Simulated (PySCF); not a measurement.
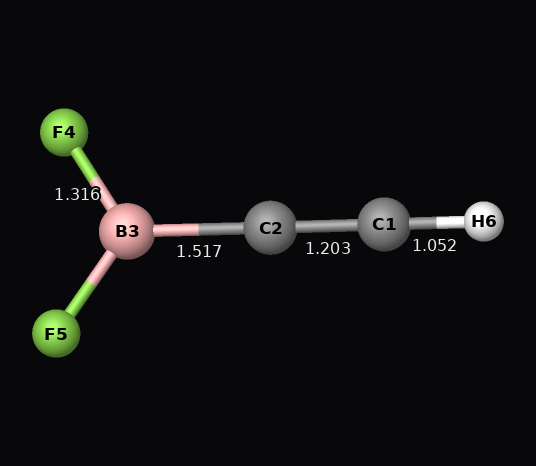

Bond lengths are marked in Å; every bond is drawn as one stick. The geometry was computed by an optimisation with GFN2-xTB. No frequency run is at hand to confirm it as a minimum.

Which of the marked bonds are single, double, triple or aromatic?

Answer. C1–C2 triple; C1–H6 single; C2–B3 single; B3–F4 single.

Write the SMILES.

Answer. C#CB(F)F
